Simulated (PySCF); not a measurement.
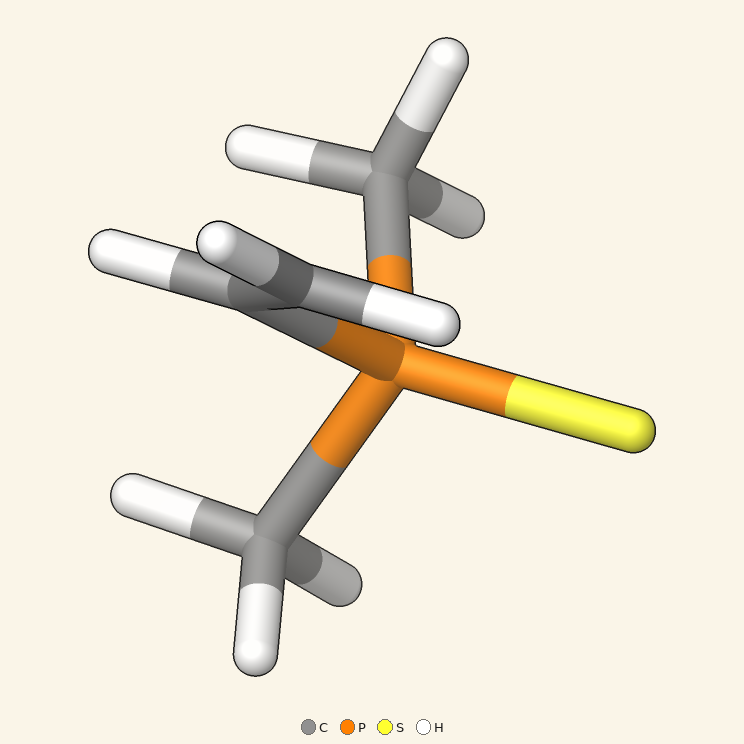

Computed geometry: GFN2-xTB optimisation. No frequency run is at hand to confirm it as a minimum. Properties computed with PBE0/pcSseg-1, gas phase (PySCF 2.14.0).

Computed properties:

The species is C₄H₉PS (`C=CP(C)(C)=S`).
- dipole moment: 4.52 D
- HOMO energy (Kohn–Sham orbital): −6.40 eV
- LUMO energy (Kohn–Sham orbital): −0.68 eV
- HOMO–LUMO gap: 5.71 eV

The geometry is semi-empirical. Around P such bond lengths and angles can be off by a tenth of an ångström or more and by several degrees, and values that hang on the shape move with them.
